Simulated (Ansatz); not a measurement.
We consider zinc-blende MgTe (metastable phase), described by B3LYP (VWN-RPA form) in Ansatz (plane waves, PAW).

Settings: plane-wave cutoff 460 eV, 8×8×8 k mesh, Fermi–Dirac smearing 0.01 eV, scalar-relativistic PAW data made under PBE.

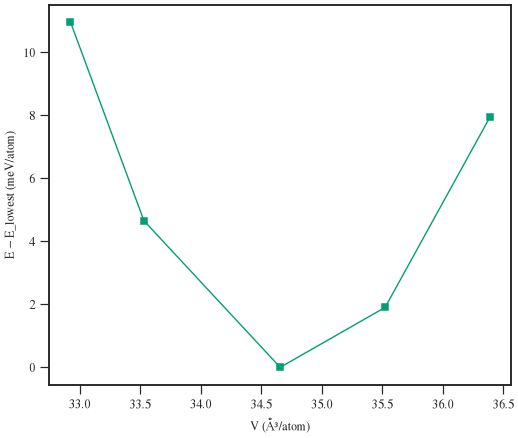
Total energy against volume

From the curve, estimate the equilibrium volume and the bulk modulus.

V0 ≈ 34.7 Å³/atom and B0 ≈ 35 GPa; the fit gives V0 = 34.722 Å³/atom, B0 = 34.5 GPa, B′ = 4.1.

Measured, for comparison: equilibrium volume per atom 33.08 Å³/atom (room temperature, no zero-point or thermal correction, from epitaxial CdTe/MgTe superlattices; as tabulated in Lucero et al. (2012), arXiv:1111.4515). Computed (rounded) less measured: equilibrium volume per atom +5.0 %.

Spin–orbit coupling is not included.

It cost roughly 12 core-minutes of CPU time.

Ansatz is a first-principles code.
